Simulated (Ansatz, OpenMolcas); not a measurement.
HfH4O4 (SMILES O[Hf](O)(O)O): the HOMO–LUMO gap, rung by rung

HfH4O4 has 9 atoms, charge 0, and is taken as a singlet. As SMILES, `O[Hf](O)(O)O`. Geometry: relaxed at PBE0-D4/def2-TZVP. This is one conformer, not always the lowest.

```
atom    x (Å)    y (Å)    z (Å)
   O  -0.4655   0.0932   1.8757
  Hf   0.0000   0.0000   0.0000
   O   1.8823   0.3866  -0.2259
   O  -0.3733  -1.7781  -0.6654
   O  -1.0436   1.2981  -0.9846
   H  -0.6500  -0.2555   2.7408
   H   2.6372   0.9286  -0.4272
   H  -0.2136  -2.5620  -1.1793
   H  -1.7735   1.8890  -1.1341
```

Quantity: the HOMO–LUMO gap, in eV. The values are calculated.

| level | kind | program | value (eV) | CPU time |
| --- | --- | --- | --- | --- |
| HF/def2-SVP (core potential) | Hartree–Fock | Ansatz | 15.23 | 4.1 s |
| SVWN5/def2-SVP (core potential) | LDA | OpenMolcas | 6.13 | 23 s |
| BLYP/def2-SVP (core potential) | GGA | Ansatz | 5.91 | 8.9 s |
| revPBE/def2-SVP (core potential) | GGA | OpenMolcas | 6.09 | 31 s |
| M06-L/def2-SVP (core potential) | meta-GGA | OpenMolcas | 7.41 | 39 s |
| r2SCAN/def2-SVP (core potential) | meta-GGA | OpenMolcas | 7.15 | 38 s |
| PBE0/def2-SVP (core potential) | global hybrid | OpenMolcas | 8.55 | 30 s |
| B2PLYP/def2-SVP (core potential) | double hybrid | OpenMolcas | 10.91 | 21 s |

The values span 5.91 to 15.23 eV. Orbital gaps aren't excitation energies, and those of double hybrids come from the SCF part alone; they tend to grow with the share of exact exchange. CPU times are rough (shared hosts, several kinds of processor): they show what a rung costs within a factor of a few.

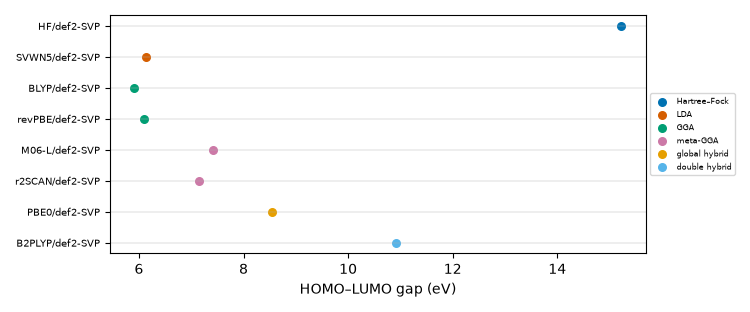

The values of the table, level by level.
